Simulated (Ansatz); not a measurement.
Relaxed Cu (fcc, Cu type):

```yaml
crystal:
  lattice:
    - [3.56378, 0.00000, 0.00000]
    - [0.00000, 3.56378, 0.00000]
    - [0.00000, 0.00000, 3.56378]
  atoms:
    - { symbol: Cu, position: [0.00000, 0.00000, 0.00000] }
    - { symbol: Cu, position: [0.50000, 0.50000, 0.00000] }
    - { symbol: Cu, position: [0.50000, 0.00000, 0.50000] }
    - { symbol: Cu, position: [0.00000, 0.50000, 0.50000] }
```

In this cell atom 4 (Cu, nearest neighbour Cu at 2.520 Å; its periodic images, 3.6 Å or more away, move with it) is moved by u·(1.000, 0.000, 0.000) + v·(0.000, 1.000, 0.000); the rest is frozen.

These are PBEsol (plane waves to 420 eV, PAW, scalar-relativistic; Ansatz, a program for electronic structure) values and carry that method's errors. k mesh 11×11×11 (Γ-centred), Fermi-Dirac smearing 0.05 eV. The energy includes the smearing's −TS. With partly filled bands, energies and forces of such displacements shift with the k mesh and the smearing. Cu is run without spin polarisation. Cu was relaxed with its symmetry unable to fall. ΔE is measured from the undisplaced structure. Axes are in Å.

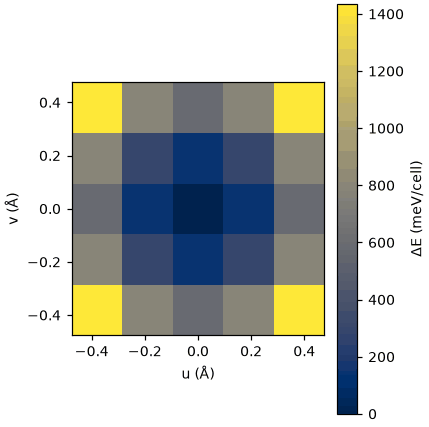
Fig. 1. ΔE (meV/cell) over the 5×5 grid of computed points.

Centre of the map: a minimum. Lowest place on the grid: u = 0.000 Å, v = 0.000 Å (0 meV/cell). Highest place on the grid, met at several equal points: u = -0.380 Å, v = -0.380 Å; u = 0.380 Å, v = -0.380 Å; u = -0.380 Å, v = 0.380 Å; u = 0.380 Å, v = 0.380 Å (1436 meV/cell). Principal force constants in the plane (five-point differences of the forces): 7.7 eV/Å², isotropic.

(A displaced cell: forces are minus the slopes of the energy, force constants its curvatures, and phonons follow from these.)
